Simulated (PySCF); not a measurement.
System: C2H3AlBrF (SMILES C=[C](Br)[AlH][F]).

```xyz
8

C    -1.4870   -0.4093    0.0710
C    -0.3714    0.3060    0.0890
Br   -0.4778    2.2216    0.4008
Al    1.5483   -0.1139   -0.1636
F     2.7343    1.0182   -0.0992
H    -1.4228   -1.4724   -0.1051
H    -2.4740    0.0041    0.2221
H     1.9594   -1.5449   -0.4396
```

Geometry: GFN2-xTB.

Computed with PySCF 2.14.0, PBE0/def2-SVPD, SCF density, gas phase.

**Predict the electron density and electron localisation function between the atoms.**

C–C (1.33 Å): ρ is about 2.3 e/Å³ halfway; the ELF peaks at about 0.95 between the atoms (a multiple bond).
Al–F (1.64 Å): ρ is about 0.85 e/Å³ halfway; the ELF peaks at about 0.85 in the valence shell of F, 0.6 Å from its nucleus, and is about 0.30 at the midpoint.
C–Br (1.94 Å): the density is about 1 e/Å³ at the midpoint; the ELF peaks at about 0.85 between the atoms (localised, covalent bonding).
C–Al (1.98 Å): ρ is about 0.71 e/Å³ halfway; the ELF peaks at about 1 between the atoms; a shared but strongly polarised pair.

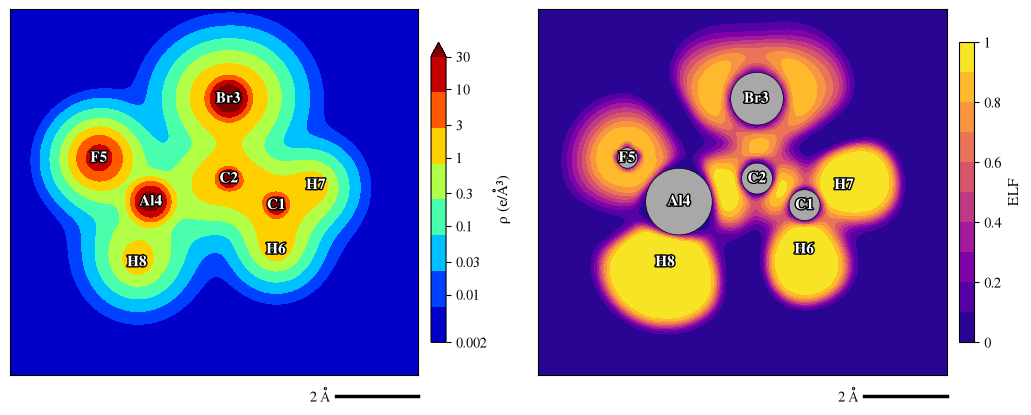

Computed electron density and electron localisation function on the molecular plane, in this order. Grey discs cover the atomic cores in the ELF map. 
